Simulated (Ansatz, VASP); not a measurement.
# Cross-check of Ir (Ir(110)) between VASP and Ansatz, part 2 of 2

One calculation is typed for both programs; each brings its own data sets and cutoff. How far apart do they land?

VASP 6.6.1 and Ansatz 0.2.0.

So far. Step 4 (Differences): The forces differ by 12 meV/Å r.m.s., which is 2.8 % of the r.m.s. force of 0.45 eV/Å (both taken over all components).

## (5) Ansatz: single point, LDA

Level of this step: Ansatz beside VASP: Kohn-Sham DFT, plane waves, LDA (Ansatz).

A single point gives forces, pressure and levels at one fixed geometry, so differences don't come from the geometry; what else differs is listed under the comparison. The cell compared in this pair holds 272.62 Å³, against 335.18 Å³ for the pair before.

Input file input.yaml:

```yaml
crystal:
  lattice:
    - [3.84, 0.0, 0.0]
    - [0.0, 2.7152900398, 0.0]
    - [0.0, 0.0, 26.1458701193]
  atoms:
    - { symbol: Ir, position: [0.0, 0.0, 0.3442226233] }
    - { symbol: Ir, position: [0.5, 0.5, 0.3961484155] }
    - { symbol: Ir, position: [0.0, 0.0, 0.4480742078] }
    - { symbol: Ir, position: [0.5, 0.5, 0.5] }
    - { symbol: Ir, position: [0.0, 0.0, 0.5519257922] }
    - { symbol: Ir, position: [0.5, 0.5, 0.6038515845] }
    - { symbol: Ir, position: [0.0, 0.0, 0.6557773767] }
hamiltonian:
  xc: lda
  pseudopotentials: { kind: paw }
kpoints:
  mp_grid: { grid: [7, 9, 1] }
scf:
  occupations: { method: methfessel_paxton, width: 0.1 }
  n_extra_bands: 5
efield:
  axis: 3
  dipole_correction: true
  ramp_width: 0.04
output:
  forces: true
  eigenvalues: true
```

Run with:

```sh
$ ansatz run input.yaml --threads 4 --pin off --max-ram 9216MiB --backend cpu --events-out ev --progress --plain --runs-dir out
```

Numbers of over 12 decimals in the logs are rounded to 6 here.

What it wrote:

```text
[...]
Crystal: 7 atoms, lattice volume = 272.616 Å³
Basis set: ecut = 420 eV, 5359 PW (Γ)
Bands: 65, of which v1, the nominal top of the filled ones, is band 60 counted from 1 (59 counted from 0)
Symmetry: 4 space group operations
k-points: 20 of 63
[...]
k-point 0: bands = [... 56 lower, 4.7906, 4.9339, 5.0987, 5.2083, 5.8863, 6.0194, 6.2746, 6.3014, ... 1 higher]
  k-point 1: bands = [... 56 lower, 4.8103, 5.0959, 5.2000, 5.2597, 5.8417, 5.9465, 6.0029, 6.0942, ... 1 higher]
  k-point 2: bands = [... 56 lower, 4.9356, 5.0759, 5.2157, 5.3610, 5.6756, 5.7576, 6.1220, 6.3799, ... 1 higher]
  k-point 19: bands = [... 56 lower, 5.7930, 6.1653, 6.4501, 6.4889, 6.5564, 6.5835, 6.7953, 6.8035, ... 1 higher]
[key lines of the parts left out:]
SCF converged after 9 iterations
Free energy (F): -81638.708435 eV
Fermi energy:    5.755000 eV
Dipole field:    D = -0.000000 V/Å  (p = -0.000000 e·Å, saw-weighted, corrected)
Work function:   Φ+ = 5.4119 eV   Φ− = 5.4119 eV
```

Run time: 7.6 s. Hardware: 4 threads of Arm Neoverse V2, shared host; peak memory 0.78 GiB.

## (6) VASP: single point, LDA

The same cell, functional (in two slightly different forms), mesh and smearing now go to VASP, with its own data sets and cutoff.

Input file INCAR:

```
SYSTEM = Ir
PREC = Normal
ENCUT = 350
EDIFF = 1E-06
NELM = 120
ISMEAR = 1
SIGMA = 0.1
LREAL = .FALSE.
ALGO = Normal
GGA = CA
NBANDS = 39
LORBIT = 11
LWAVE = .FALSE.
LCHARG = .FALSE.
KPAR = 4
IDIPOL = 3
LDIPOL = .TRUE.
DIPOL = 0.5 0.5 0.5
LVHAR = .TRUE.
LVACPOTAV = .TRUE.
```

Input file POSCAR:

```
Ir
1.0
    3.8400000000      0.0000000000      0.0000000000
    0.0000000000      2.7152900398      0.0000000000
    0.0000000000      0.0000000000     26.1458701193
Ir
7
Direct
    0.0000000000      0.0000000000      0.3442226233
    0.5000000000      0.5000000000      0.3961484155
    0.0000000000      0.0000000000      0.4480742078
    0.5000000000      0.5000000000      0.5000000000
    0.0000000000      0.0000000000      0.5519257922
    0.5000000000      0.5000000000      0.6038515845
    0.0000000000      0.0000000000      0.6557773767
```

Input file KPOINTS:

```
Automatic mesh
0
Gamma
7 9 1
0 0 0
```

Potentials, in the order of the species: Ir (PBE family, release 64).

Run with:

```sh
$ mpirun -np 4 vasp_std
```

What it wrote:

```text
[banner, memory and clock lines left out]
running    4 mpi-ranks, on    1 nodes
[...]
|                                                                             |
|               ----> ADVICE to this user running VASP <----                  |
|                                                                             |
|     You enforced a specific xc type in the INCAR file but a different       |
|     [... a line on the potential file left out ...]
|     I HOPE YOU KNOW WHAT YOU ARE DOING!                                     |
|                                                                             |

 LDA part: xc-table for (Slater(with rela. corr.)+CA(PZ))
 , standard interpolation
 POSCAR, INCAR and KPOINTS ok, starting setup
[...]
entering main loop
       N       E                     dE             d eps       ncg     rms          rms(c)
DAV:   1     0.482803961850E+03    0.48280E+03   -0.20962E+04  1568   0.101E+03
DAV:   2    -0.258242414081E+02   -0.50863E+03   -0.47297E+03  1702   0.381E+02
DAV:   3    -0.699278322127E+02   -0.44104E+02   -0.40162E+02  2130   0.999E+01
DAV:   4    -0.724016519663E+02   -0.24738E+01   -0.23372E+01  2039   0.243E+01
[...]
DAV:  25    -0.675857889941E+02   -0.41454E-05   -0.51261E-07   998   0.352E-03    0.167E-03
DAV:  26    -0.675857900805E+02   -0.10864E-05   -0.13036E-07   843   0.185E-03    0.805E-04
DAV:  27    -0.675857910509E+02   -0.97040E-06   -0.57827E-08   822   0.168E-03
 [... a notice as in an earlier step ...]

   1 F= -.67585791E+02 E0= -.67587262E+02  d E =0.441363E-02
```

Parts of OUTCAR (step 6):

```text
  Total      -10.4197979    -11.3119437    -10.2889237     -0.0000000      0.0000000      0.0000000
  in kB      -61.2377642    -66.4809580    -60.4686090     -0.0000000      0.0000000      0.0000000
  external PRESSURE =     -62.7291104 kB  Pullay stress =       0.0000000 kB

 POSITION                                       TOTAL-FORCE (eV/Angst)
 -----------------------------------------------------------------------------------
      0.00000      0.00000      9.00000         0.000000      0.000000      1.862899
      1.92000      1.35765     10.35765         0.000000     -0.000000     -0.806058
      0.00000      0.00000     11.71529         0.000000      0.000000     -0.241467
      1.92000      1.35765     13.07294         0.000000      0.000000      0.000000
      0.00000      0.00000     14.43058         0.000000      0.000000      0.241467
      1.92000      1.35765     15.78823         0.000000      0.000000      0.806058
      0.00000      0.00000     17.14587         0.000000      0.000000     -1.862899
 -----------------------------------------------------------------------------------
    total drift:                                0.000000     -0.000000     -0.000000

  FREE ENERGIE OF THE ION-ELECTRON SYSTEM (eV)
  ---------------------------------------------------
  free  energy   TOTEN  =       -67.5857910509 eV

  energy  without entropy=      -67.5902046849  energy(sigma->0) =      -67.58726226

[... 1 part as in an earlier step ...]

[... 2 further parts left out ...]
[key lines of the parts left out:]
E-fermi :   0.1823
```

## (7) Side by side

What differs besides the data sets and the points named for the pairs above, as far as they apply: the two LDA forms differ slightly; Ansatz makes its cores anew for this functional, VASP keeps those of its PBE data sets. Total energies have different zeros and are not compared.

Compared:

```
                                   quantity  Ansatz  VASP  difference
 work function, lower of the two faces (eV)    5.41  5.41        0.00
work function, higher of the two faces (eV)    5.41  5.41        0.00
```

Forces (eV/Å; atoms numbered as in POSCAR):

```
atom        Ansatz x, y, z          VASP x, y, z
 Ir1   0.000, 0.000, 2.043   0.000, 0.000, 1.863
 Ir2  0.000, 0.000, -0.736  0.000, 0.000, -0.806
 Ir3  0.000, 0.000, -0.232  0.000, 0.000, -0.241
 Ir4   0.000, 0.000, 0.000   0.000, 0.000, 0.000
 Ir5   0.000, 0.000, 0.232   0.000, 0.000, 0.241
 Ir6   0.000, 0.000, 0.736   0.000, 0.000, 0.806
 Ir7  0.000, 0.000, -2.043  0.000, 0.000, -1.863
```

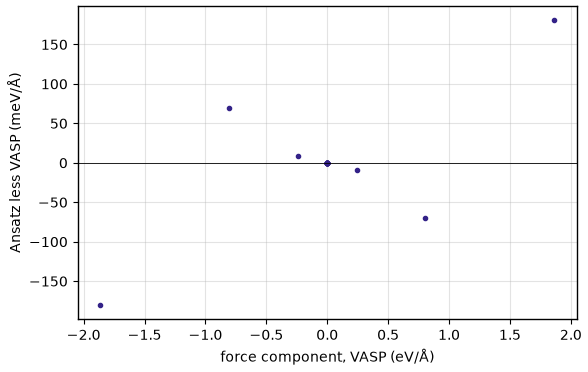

Difference of the force components against their size.

The forces differ by 60 meV/Å r.m.s., which is 9.5 % of the r.m.s. force of 0.63 eV/Å (both taken over all components).

## (8) What moves the difference

The difference is large enough to ask for its cause, so further runs change the set-up of one program at a time, as the table lists.

```
                                                           run  r.m.s. force difference (% of the r.m.s. force)
                                                      as above                                              9.5
cores kept as stored, as VASP does, whose cores stay as stored                                              9.5
                    norm-conserving potentials (cutoff 925 eV)                                               11
```

## (9) VASP: single point, PBE, spin-orbit coupling

A single point gives forces, pressure and levels at one fixed geometry, so differences don't come from the geometry; what else differs is listed under the comparison.

INCAR, as its differences from that of step 6:

```diff
@@ -9,4 +9,10 @@
 ALGO = Normal
-GGA = CA
-NBANDS = 39
+GGA = PE
+LNONCOLLINEAR = .TRUE.
+MAGMOM = 0 0 0 0 0 0 0 0 0 0 0 0 0 0 0 0 0 0 0 0 0
+NBANDS = 78
+GGA_COMPAT = .FALSE.
+LASPH = .TRUE.
+LSORBIT = .TRUE.
+LMAXMIX = 4
 LORBIT = 11
```

POSCAR is that of step 6.

KPOINTS is that of step 6.

Run with:

```sh
$ mpirun -np 4 vasp_ncl
```

What it wrote:

```text
[... set-up lines as in an earlier step ...]
 entering main loop
       N       E                     dE             d eps       ncg     rms          rms(c)
DAV:   1     0.495297965418E+03    0.49530E+03   -0.21152E+04  3184   0.102E+03
DAV:   2    -0.138912380931E+02   -0.50919E+03   -0.47418E+03  3290   0.384E+02
DAV:   3    -0.608094679118E+02   -0.46918E+02   -0.42767E+02  4042   0.104E+02
DAV:   4    -0.643483382153E+02   -0.35389E+01   -0.32726E+01  4498   0.271E+01
[...]
DAV:  27    -0.608176740113E+02   -0.22771E-05   -0.16799E-07  1806   0.244E-03    0.855E-04
DAV:  28    -0.608176756078E+02   -0.15965E-05   -0.24311E-07  1916   0.206E-03    0.694E-04
DAV:  29    -0.608176765850E+02   -0.97722E-06   -0.53426E-08  1708   0.203E-03
 [... a notice as in an earlier step ...]

   1 F= -.60817677E+02 E0= -.60815976E+02  d E =-.510122E-02  mag=     0.0000     0.0000     0.0000
```

Parts of OUTCAR (step 9):

```text
  Total       -0.9706425     -1.9305806     -1.9555112     -0.0000000      0.0000000      0.0000000
  in kB       -5.7045232    -11.3461359    -11.4926542     -0.0000000      0.0000000      0.0000000
  external PRESSURE =      -9.5144378 kB  Pullay stress =       0.0000000 kB

 POSITION                                       TOTAL-FORCE (eV/Angst)
 -----------------------------------------------------------------------------------
      0.00000      0.00000      9.00000        -0.000000     -0.000000      0.939653
      1.92000      1.35765     10.35765        -0.000000      0.000000     -1.039420
      0.00000      0.00000     11.71529        -0.000000     -0.000000     -0.095196
      1.92000      1.35765     13.07294        -0.000000     -0.000000      0.000000
      0.00000      0.00000     14.43058         0.000000      0.000000      0.095196
      1.92000      1.35765     15.78823        -0.000000     -0.000000      1.039420
      0.00000      0.00000     17.14587        -0.000000     -0.000000     -0.939653
 -----------------------------------------------------------------------------------
    total drift:                                0.000000      0.000000      0.000000

  FREE ENERGIE OF THE ION-ELECTRON SYSTEM (eV)
  ---------------------------------------------------
  free  energy   TOTEN  =       -60.8176765850 eV

  energy  without entropy=      -60.8125753657  energy(sigma->0) =      -60.81597618

 magnetization (x)
# of ion       s       p       d       tot
------------------------------------------
    1        0.000   0.000   0.000   0.000
    2        0.000   0.000   0.000   0.000
    3        0.000   0.000   0.000   0.000
    4        0.000   0.000   0.000   0.000
    5        0.000   0.000   0.000   0.000
    6        0.000   0.000   0.000   0.000
    7        0.000   0.000   0.000   0.000
--------------------------------------------------
tot          0.000   0.000   0.000   0.000

 magnetization (y)
# of ion       s       p       d       tot
------------------------------------------
    1        0.000   0.000   0.000   0.000
    2        0.000   0.000   0.000   0.000
    3        0.000   0.000   0.000   0.000
    4        0.000   0.000   0.000   0.000
    5        0.000   0.000   0.000   0.000
    6        0.000   0.000   0.000   0.000
    7        0.000   0.000   0.000   0.000
--------------------------------------------------
tot          0.000   0.000   0.000   0.000

 magnetization (z)
# of ion       s       p       d       tot
------------------------------------------
    1        0.000   0.000   0.000   0.000
    2        0.000   0.000   0.000   0.000
    3        0.000   0.000  -0.000  -0.000
    4        0.000   0.000   0.000   0.000
    5        0.000  -0.000  -0.000  -0.000
    6        0.000   0.000   0.000   0.000
    7        0.000   0.000   0.000   0.000
--------------------------------------------------
tot          0.000   0.000   0.000   0.000

[... 1 part as in an earlier step ...]

[... 2 further parts left out ...]
[key lines of the parts left out:]
E-fermi :   0.5391
```

## (10) Ansatz: single point, PBE, spin-orbit coupling

The same cell, functional, mesh and smearing now go to Ansatz, which takes its cutoff from its data sets.

input.yaml, as its differences from that of step 5:

```diff
@@ -14,4 +14,7 @@
 hamiltonian:
-  xc: lda
-  pseudopotentials: { kind: paw }
+  xc: pbe
+  pseudopotentials: { kind: paw_fr }
+magnetization:
+  noncollinear: true
+  spin_orbit: true
 kpoints:
@@ -20,3 +23,3 @@
   occupations: { method: methfessel_paxton, width: 0.1 }
-  n_extra_bands: 5
+  n_extra_bands: 10
 efield:
```

Run with:

```sh
$ ansatz run input.yaml --threads 4 --pin off --max-ram 9216MiB --backend cpu --events-out ev --progress --plain --runs-dir out
```

What it wrote:

```text
[...]
non-collinear run that drives no moment, with spin-orbit: no starting moment large enough to seed its density (crystal.atoms[].spin), no starting occupations that ask for one, no magnetisation constraint and no magnetic field, so the semilocal B_xc is pinned to zero
Crystal: 7 atoms, lattice volume = 272.616 Å³
[...]
k-point 1: bands = [... 115 lower, 5.4591, 5.6165, 5.6165, 5.6742, 5.6742, 6.1315, 6.1315, 6.2231, ... 6 higher]
  k-point 2: bands = [... 115 lower, 5.4588, 5.6887, 5.6887, 5.8455, 5.8455, 6.1159, 6.1159, 6.1713, ... 6 higher]
  k-point 19: bands = [... 115 lower, 6.5081, 6.7626, 6.7626, 6.8936, 6.8936, 6.9568, 6.9568, 7.0494, ... 6 higher]
[key lines of the parts left out:]
SCF converged after 10 iterations
Magnetization: |M| = 0.0000 μB,  M = (+0.0000, +0.0000, +0.0000) μB
Free energy (F): -83766.346478 eV
Fermi energy:    6.155211 eV
Dipole field:    D = 0.000001 V/Å  (p = 0.000002 e·Å, saw-weighted, corrected)
Work function:   Φ+ = 5.0365 eV   Φ− = 5.0366 eV
```

Elapsed: 68 s, on 4 threads; peak memory 3 GiB; 4.4 min of CPU time.

## (11) Comparison

What differs besides the data sets and the points named for the pairs above, as far as they apply: spin-orbit coupling enters by fully relativistic files in Ansatz and inside the spheres in VASP; the data sets hold 119 valence electrons in Ansatz (fully relativistic PAW (standard-fr) files) and 63 in VASP. Total energies have different zeros and are not compared.

Both answers:

```
                                   quantity  Ansatz  VASP  difference
 work function, lower of the two faces (eV)    5.04  5.03       +0.01
work function, higher of the two faces (eV)    5.04  5.03       +0.01
```

Forces (eV/Å; atoms numbered as in POSCAR):

```
atom        Ansatz x, y, z          VASP x, y, z
 Ir1   0.000, 0.000, 1.005   0.000, 0.000, 0.940
 Ir2  0.000, 0.000, -1.023  0.000, 0.000, -1.039
 Ir3  0.000, 0.000, -0.088  0.000, 0.000, -0.095
 Ir4   0.000, 0.000, 0.000   0.000, 0.000, 0.000
 Ir5   0.000, 0.000, 0.088   0.000, 0.000, 0.095
 Ir6   0.000, 0.000, 1.023   0.000, 0.000, 1.039
 Ir7  0.000, 0.000, -1.005  0.000, 0.000, -0.940
```

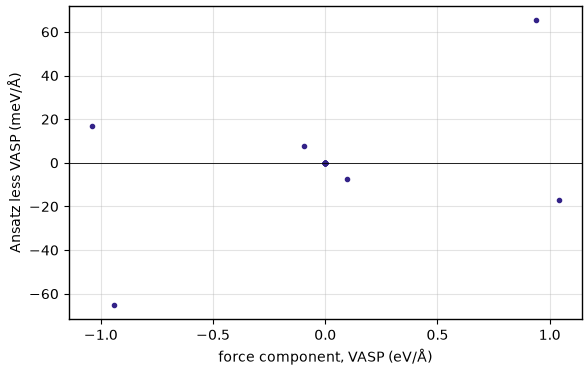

Difference of the force components against their size.

The forces differ by 21 meV/Å r.m.s., which is 4.8 % of the r.m.s. force of 0.43 eV/Å (both taken over all components).

## (12) Looking for the cause

The difference is large enough to ask for its cause, so further runs change the set-up of one program at a time, as the table lists.

```
                                       run  r.m.s. force difference (% of the r.m.s. force)
                                  as above                                              4.8
norm-conserving potentials (cutoff 925 eV)                                              5.1
```

## (13) Outcome

- r.m.s. force difference (single point, PBE): 2.8 % of the r.m.s. force
- r.m.s. force difference (single point, LDA): 9.5 % of the r.m.s. force
- r.m.s. force difference (single point, PBE, spin-orbit coupling): 4.8 % of the r.m.s. force

The r.m.s. force difference is 9.5 % of the r.m.s. force (single point, LDA), beyond the 3 % picked in this series as the mark of a large difference. For single point, LDA: no further run halves the r.m.s. force difference; only Ansatz's side was varied. For single point, PBE, spin-orbit coupling: no further run halves the r.m.s. force difference; only Ansatz's side was varied. 3 further runs on this material are not shown. How closely two codes agree says nothing of how well the functional describes the real material.

[Lines on the potential files, build, host, timing and source positions are cut from VASP's logs without a mark.]

[Logs are printed without paths, hosts, clocks, repeated set-up lines and the standing remarks that a program may print on its own settings, such as how far it seeks lower states.]

[Hosts, paths, dates, database ids (printed as entryN), source tags and the programs' standing remarks are cut or masked in the printed files.]
